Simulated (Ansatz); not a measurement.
System: CH₃OSi (doublet).

Input

```
crystal:
  periodic: [false, false, false]
  atoms:
    - {symbol: O, position_ang: [-0.324904, -0.579453, 0.363296]}
    - {symbol: C, position_ang: [-0.334531, -1.210229, -0.780804]}
    - {symbol: Si, position_ang: [-0.120014, 1.115576, 0.343525]}
    - {symbol: H, position_ang: [-0.419023, -2.290385, -0.512420]}
    - {symbol: H, position_ang: [0.521315, 1.497194, -0.940707]}
    - {symbol: H, position_ang: [0.722530, 1.385806, 1.539096]}
basis:
  gaussian: {orbitals: def2-TZVPP}
magnetization: {spin_polarized: true, initial_magnetization: 1}
hamiltonian: {xc: pbe0, dispersion: d4}
output: {orbitals: {seedname: orbitals}}
```

Command:

```sh
ansatz run in.yaml --threads 2 --pin off --events-out ev --progress --plain --max-ram 4352MiB
```

Geometry: PBE0-D4/def2-TZVP; ⟨S²⟩ = 0.91, above the pure value of 0.75.

Theory: UKS PBE0-D4/def2-TZVPP (Ansatz 0.2.0).

Q: What can the converged electron density, electron localisation function and spin density tell about the bonding?

A: C–O (1.31 Å): ρ is about 2.6 e/Å³ halfway; the ELF peaks at about 0.85 between the atoms; a shared but strongly polarised pair.
Si–O (1.71 Å): ρ at the midpoint is about 1.1 e/Å³; the ELF peaks at about 0.90 between the atoms (a shared but strongly polarised pair).
C–H (1.12 Å): the density is about 2 e/Å³ at the midpoint; the ELF climbs to about 1 towards the hydrogen, as it does in any bond to H (a covalent bond by its length).
The unpaired spin (1 electron) lies mostly on Si3 (about 0.8), in electrons by Hirshfeld's partition.

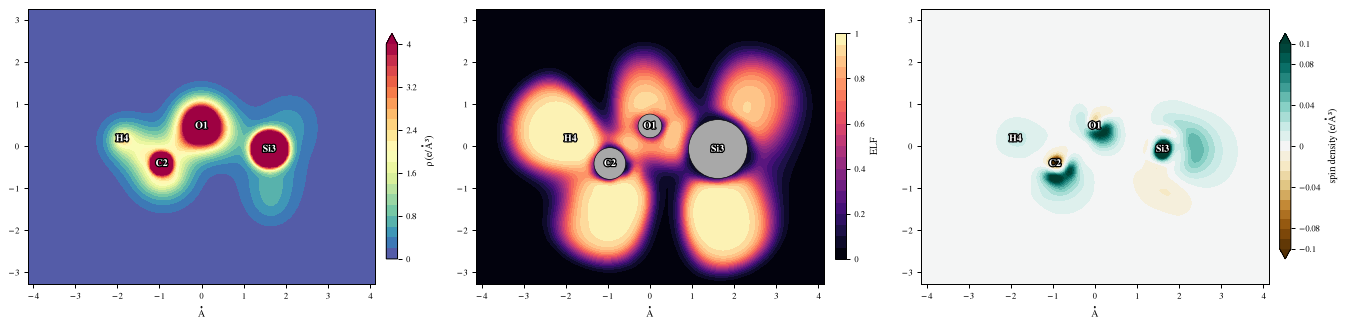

Computed electron density, electron localisation function and spin density on the plane of atoms C2, O1 and Si3, in this order. Grey discs cover the atomic cores in the ELF map. 
